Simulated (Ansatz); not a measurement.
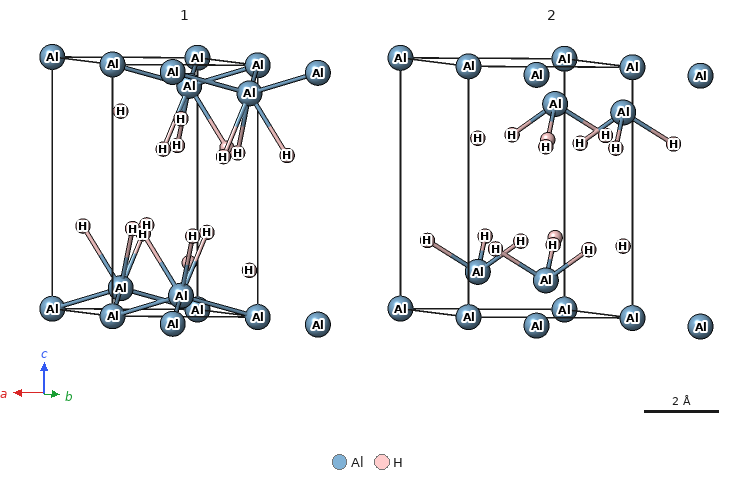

Two geometries of solid Al3H8 (a generated structure, set up in P-3) (coarse preliminary run), drawn at one scale. One is the start of a relaxation, the other its converged end. Style: ball-and-stick. Shown: the cell of the calculation, repeated 1 × 2 × 1 with one cell outlined, from a free direction.

Method: DFT PBE, scalar-relativistic, plane waves, PAW (Ansatz). Settings: plane-wave cutoff 420 eV; k-point mesh 6 × 6 × 4; occupations gaussian; smearing width 0.1 eV; no spin polarisation; cell and atoms relaxed; force threshold 0.04 eV/Å; at most 70 steps.

Question: Which geometry has the lower energy?

Answer: Structure 2 is the relaxed one. The largest moves relative to the cell, 0.90 Å, are those of H atoms. Largest moves by element: H 0.90 Å, Al 0.45 Å. The volume changes by +27.1 %, with a = b 3.972 → 4.487 Å (+13.0 %), c 6.868 → 6.841 Å (−0.4 %). Some distances before and after: Al–H 2.040 → 3.194 Å, Al–Al 2.380 → 2.810 Å, Al–H 1.983 → 1.728 Å. The space group stays P-3 (No. 147). The energy falls by 582 meV per atom in 16 accepted moves (18 points after the start). The largest force component goes from 3.4 to 0.018 eV/Å. Pressure: 7.01 GPa at the start and 0.33 GPa at the end. The line search rejected the trial step at point 13 of the run. The SCF was repeated once at an unchanged geometry on a basis and grid sized afresh for the cell, which shifted the energy by 5.7 meV per atom at most.
